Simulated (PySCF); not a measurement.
**InCNClF (SMILES N#[C][In]([F])[Cl]) at SVWN5/def2-SVP (core potential)**

What is the energy change on altering one bond length of InCNClF at SVWN5/def2-SVP (core potential)? Input form: a Python script.

Program for the calculation: PySCF 2.14.0.

1 further run of the same task is left out (set aside as unsound or not needed).

## (1) The molecule

InCNClF: 5 atoms, total charge 0, spin state singlet. SMILES: `N#[C][In]([F])[Cl]`. The coordinates come from a PBE0-D4/def2-TZVP relaxation.

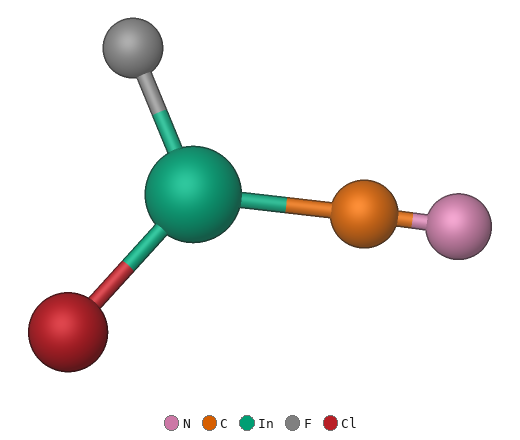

The structure, seen from a chosen angle (nitrogen pink, carbon orange, indium teal, fluorine grey, chlorine red).

## (2) The energy at SVWN5/def2-SVP (core potential)

Input file run.py:

```python
from pyscf import gto, dft

mol = gto.M(
    atom='''
N     -1.392600     1.451400     1.648800
C     -0.781900     0.784400     0.934900
In     0.330400    -0.389600    -0.376400
F      0.434400    -2.280900    -0.039700
Cl     1.459700     0.361000    -2.209100
''',
    spin=0,
    basis='def2-svp',
    verbose=4,
    ecp={'In': 'def2-svp'},
    max_memory=1860,
    charge=0,
)

mf = dft.RKS(mol, xc='svwn')
mf.conv_tol = 1e-10
mf.grids.level = 5
mf.kernel()
if not mf.converged:
    mf = mf.newton().run(mf.mo_coeff, mf.mo_occ)

energy = mf.e_tot
print('E(%s) = %.9f' % ('SVWN5', energy))
```

The run is started by

```
$ OMP_NUM_THREADS=1 python run.py
```

Log:

```text
PySCF version 2.14.0

[INPUT] num. atoms = 5
[INPUT] num. electrons = 60
[INPUT] charge = 0
[INPUT] spin (= nelec alpha-beta = 2S) = 0
[INPUT] symmetry False subgroup None
[INPUT] Mole.unit = angstrom
[INPUT] Symbol           X                Y                Z      unit          X                Y                Z       unit  Magmom
[INPUT]  1 N     -1.392600000000   1.451400000000   1.648800000000 AA   -2.631632601069   2.742748497194   3.115780434183 Bohr   0.0
[INPUT]  2 C     -0.781900000000   0.784400000000   0.934900000000 AA   -1.477576856797   1.482301172109   1.766704953856 Bohr   0.0
[INPUT]  3 In     0.330400000000  -0.389600000000  -0.376400000000 AA    0.624365511556  -0.736237298131  -0.711292913286 Bohr   0.0
[INPUT]  4 F      0.434400000000  -2.280900000000  -0.039700000000 AA    0.820897028511  -4.310276317520  -0.075022127145 Bohr   0.0
[INPUT]  5 Cl     1.459700000000   0.361000000000  -2.209100000000 AA    2.758433224028   0.682191130968  -4.174593981777 Bohr   0.0

nuclear repulsion = 275.341192927487
number of shells = 36
number of NR pGTOs = 169
number of NR cGTOs = 86
basis = def2-svp
ecp = {'In': 'def2-svp'}

******** <class 'pyscf.dft.rks.RKS'> ********
method = RKS
initial guess = minao
damping factor = 0
level_shift factor = 0
DIIS = <class 'pyscf.scf.diis.CDIIS'>
diis_start_cycle = 1
diis_space = 8
diis_damp = 0
SCF conv_tol = 1e-10
SCF conv_tol_grad = None
SCF max_cycles = 50
direct_scf = True
direct_scf_tol = 1e-13
XC library pyscf.dft.libxc version 7.0.0
    S. Lehtola, C. Steigemann, M. J.T. Oliveira, and M. A.L. Marques.,  SoftwareX 7, 1–5 (2018)
XC functionals = svwn
    P. A. M. Dirac.,  Math. Proc. Cambridge Philos. Soc. 26, 376 (1930)
    F. Bloch.,  Z. Phys. 57, 545 (1929)
    S. H. Vosko, L. Wilk, and M. Nusair.,  Can. J. Phys. 58, 1200 (1980)
radial grids:
    Treutler-Ahlrichs [JCP 102, 346 (1995); DOI:10.1063/1.469408] (M4) radial grids

becke partition: Becke, JCP 88, 2547 (1988); DOI:10.1063/1.454033
pruning grids: <function nwchem_prune>
grids dens level: 5
symmetrized grids: False
atomic radii adjust function: <function treutler_atomic_radii_adjust>
small_rho_cutoff = 0
Set gradient conv threshold to 1e-05
Initial guess from minao.
tot grids = 219344
init E= -818.837137414622
  HOMO = -0.622000774738354  LUMO = -0.589567880809061  gap/eV = 0.88254
cycle= 1 E= -837.314208246794  delta_E= -18.5  |g|= 3.03  |ddm|= 13.8
  HOMO = 0.138406588383852  LUMO = 0.15824189190897  gap/eV = 0.53975
cycle= 2 E= -803.685762332365  delta_E= 33.6  |g|= 11.1  |ddm|= 21.1
  HOMO = -0.246820549202449  LUMO = -0.0391978381739978  gap/eV = 5.64970
cycle= 3 E= -837.989137507563  delta_E= -34.3  |g|= 2.39  |ddm|= 19.9
  HOMO = -0.219751407664513  LUMO = -0.113714161959046  gap/eV = 2.88542
cycle= 4 E= -838.407288794204  delta_E= -0.418  |g|= 2.23  |ddm|= 3.17
  HOMO = -0.257399458122008  LUMO = -0.111563404797559  gap/eV = 3.96840
cycle= 5 E= -839.507532365296  delta_E= -1.1  |g|= 0.514  |ddm|= 1.85
  HOMO = -0.278194680613488  LUMO = -0.134369606025937  gap/eV = 3.91368
cycle= 6 E= -839.510329296321  delta_E= -0.0028  |g|= 0.535  |ddm|=    1
  HOMO = -0.316612575895249  LUMO = -0.140550667091938  gap/eV = 4.79089
cycle= 7 E= -839.564640554523  delta_E= -0.0543  |g|= 0.13  |ddm|= 0.518
  HOMO = -0.303379105818108  LUMO = -0.137679334269942  gap/eV = 4.50892
cycle= 8 E= -839.568593445188  delta_E= -0.00395  |g|= 0.0408  |ddm|= 0.182
  HOMO = -0.308226886656711  LUMO = -0.13729931969641  gap/eV = 4.65118
cycle= 9 E= -839.569027241663  delta_E= -0.000434  |g|= 0.0148  |ddm|= 0.0686
  HOMO = -0.307278842422441  LUMO = -0.137117379304622  gap/eV = 4.63033
cycle= 10 E= -839.569096975084  delta_E= -6.97e-05  |g|= 0.00302  |ddm|= 0.0206
  HOMO = -0.307100980116493  LUMO = -0.13706584150379  gap/eV = 4.62689
cycle= 11 E= -839.569098904497  delta_E= -1.93e-06  |g|= 0.000932  |ddm|= 0.00294
  HOMO = -0.307160319075679  LUMO = -0.137095619379908  gap/eV = 4.62770
cycle= 12 E= -839.569099085973  delta_E= -1.81e-07  |g|= 0.000233  |ddm|= 0.000836
  HOMO = -0.307145871098933  LUMO = -0.137083980878044  gap/eV = 4.62762
cycle= 13 E= -839.569099096708  delta_E= -1.07e-08  |g|= 7.73e-05  |ddm|= 0.00021
  HOMO = -0.307143912455405  LUMO = -0.13708216843636  gap/eV = 4.62762
cycle= 14 E= -839.569099098243  delta_E= -1.54e-09  |g|= 7.16e-06  |ddm|= 8.91e-05
  HOMO = -0.307143792257887  LUMO = -0.137082688477429  gap/eV = 4.62760
cycle= 15 E= -839.569099098247  delta_E= -4.32e-12  |g|= 4.98e-06  |ddm|= 1.47e-05
  HOMO = -0.307143454948788  LUMO = -0.137082410628254  gap/eV = 4.62760
Extra cycle  E= -839.569099098224  delta_E= 2.34e-11  |g|= 1.25e-05  |ddm|= 1.63e-05
converged SCF energy = -839.569099098224
E(SVWN5) = -839.569099098
```

It took 11 s on 1 thread of Intel Xeon at 2.70GHz, shared host; peak memory 0.28 GiB.

## (3) The distorted shape at the same level

Input file geometry.xyz:

```xyz
5

N     -1.575799     1.651488     1.862957
C     -0.781900     0.784400     0.934900
In     0.330400    -0.389600    -0.376400
F      0.434400    -2.280900    -0.039700
Cl     1.459700     0.361000    -2.209100
```

Input file run.py:

```python
from pyscf import gto, dft

molecule = gto.M(
    atom='geometry.xyz',
    charge=0,
    max_memory=1860,
    basis='def2-svp',
    ecp={'In': 'def2-svp'},
    verbose=3,
)

ks = dft.RKS(molecule)
ks.xc = 'svwn'
ks.grids.level = 5
ks.conv_tol = 1e-10
ks.kernel()
if not ks.converged:
    ks = ks.newton().run(ks.mo_coeff, ks.mo_occ)

etot = ks.e_tot
print(f'total energy: {etot:.8f} hartree')
```

The run is started by

```
$ OMP_NUM_THREADS=1 python run.py
```

Log:

```text
converged SCF energy = -839.447597422175
total energy: -839.44759742 hartree
```

Run time: 11 s. Hardware: 1 thread of Intel Xeon at 2.70GHz, shared host; peak memory 0.28 GiB.

## (4) Results

Level: SVWN5/def2-SVP (core potential).

| quantity | value |
| --- | --- |
| first shape: total energy | -839.56910 Eh |
| first shape: dipole moment | 1.52 D |
| first shape: HOMO energy | -8.36 eV |
| first shape: LUMO energy | -3.73 eV |
| first shape: HOMO–LUMO gap | 4.63 eV |
| distorted shape: total energy | -839.44760 Eh |
| distorted shape: dipole moment | 1.41 D |
| distorted shape: HOMO energy | -7.98 eV |
| distorted shape: LUMO energy | -4.41 eV |
| distorted shape: HOMO–LUMO gap | 3.57 eV |
| energy change with the N1–C2 bond stretched from 1.152 to 1.498 Å | 3.306 eV |

**Reading.** With the N1–C2 bond stretched from 1.152 to 1.498 Å the energy rises by 3.31 eV (76 kcal/mol). The first shape isn't relaxed at this level, so the change isn't measured from a minimum. Mulliken charges (distorted shape) run from -0.33 on F4 to +0.56 on In3; they depend strongly on the basis.
